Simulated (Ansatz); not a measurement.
**BF3···HCl: density, localisation and related maps**

| atom | x (Å) | y (Å) | z (Å) |
| --- | --- | --- | --- |
| B | 0.0138 | -0.4038 | -0.4501 |
| Cl | 0.0185 | 0.1177 | 2.4812 |
| F | 1.1500 | 0.2282 | -0.6954 |
| F | -1.1467 | 0.1871 | -0.6840 |
| F | 0.0387 | -1.6823 | -0.0757 |
| H | 0.0460 | -1.1762 | 2.3748 |

Computed with RKS PBE-D4/def2-SVP (Ansatz).

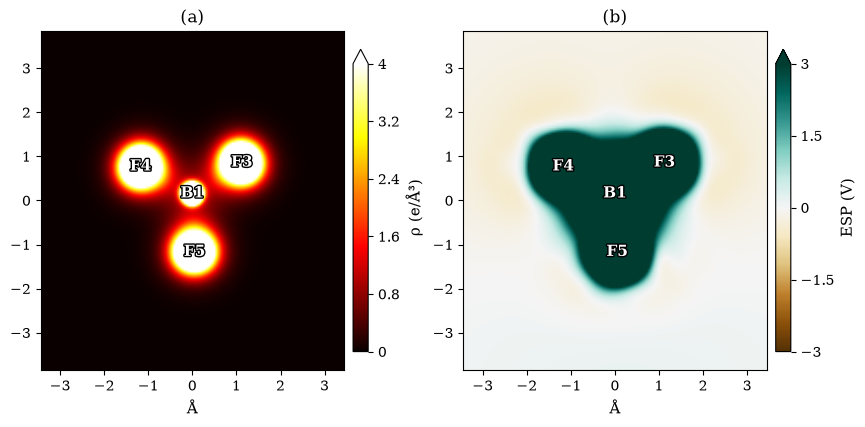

Figure 1. (a) electron density; (b) electrostatic potential on the plane of atoms F3, B1 and F4.

**What do the fields say about this system?**

Atoms in the plane: B and F.
B–F (1.32 Å): ρ is about 2.2 e/Å³ halfway.
Outside the dense part of the complex the potential is most negative (−0.5 V) near F3 and F4.

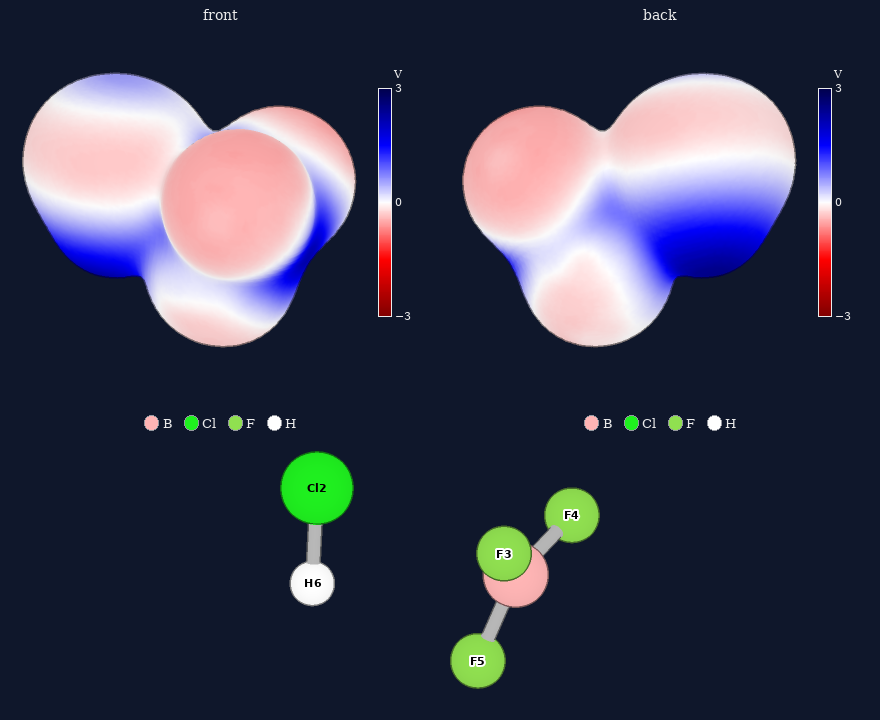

Figure 2. The molecular electrostatic potential painted on the density surface at 0.002 e/bohr³, seen from the front and from behind; the colour scale runs from red (negative) to blue (positive). The bare structure is drawn below in the same view.

**Describe the electrostatic potential map.**

The most negative region (about −0.5 V) lies over F3 and F4, the most positive (about +2.4 V) over H6. Cl2 shows a σ-hole: about +0.6 V at the tip opposite its bond, against about −0.2 V on its flanks.

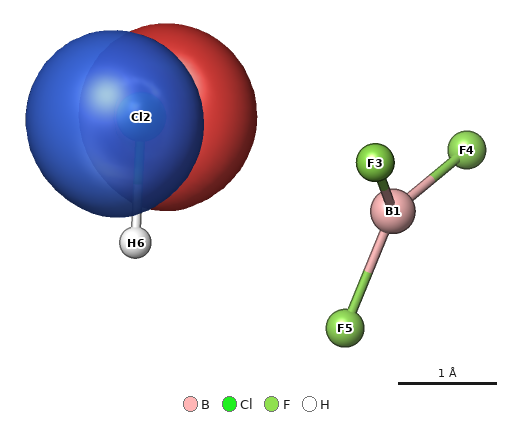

Figure 3. The HOMO at ±0.2 Å⁻³ᐟ² (red and blue are the two phases), seen at an oblique angle.

**Describe this orbital and give its energy.**

It lies mainly on Cl2 (about 95 %); largely a lone pair of Cl2. Its energy is −8.01 eV.
